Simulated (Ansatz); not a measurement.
AgBr (rock salt)

```xyz
2
Lattice="0.0000 2.8370 2.8370 2.8370 0.0000 2.8370 2.8370 2.8370 0.0000" Properties=species:S:1:pos:R:3 pbc="T T T"
Br     0.0000     0.0000     0.0000
Ag     2.8370     2.8370     2.8370
```

Equation-of-state scan: isotropic scaling of the cell above, V₀ being its volume. Symmetry pins the atoms to their sites.

The numbers are results of PBEsol (plane waves to 420 eV, PAW, scalar-relativistic; Ansatz, a program for electronic structure), not measurements. k mesh 10×10×10 (Γ-centred), Fermi-Dirac smearing 0.05 eV. Energies are smeared free energies. AgBr was relaxed with its symmetry unable to fall. ΔE is measured from the relaxed starting cell.

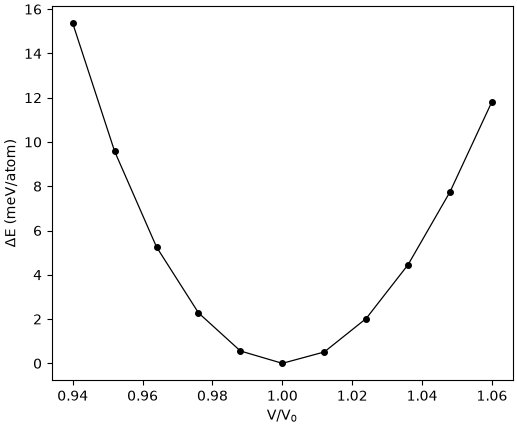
Fig. 1. ΔE (meV/atom) against V/V₀; one marker a computed point.

Question: What is ΔE at V/V₀ = 1.060?

Answer: About 12 meV/atom.

Question: What bulk modulus B₀ follows from a third-order Birch-Murnaghan fit?

Answer: About 52 GPa.

Question: What is ΔE at V/V₀ = 0.940?

Answer: About 15 meV/atom.

(Under strain, the slope of the energy per volume gives the stress and its curvature an elastic modulus.)
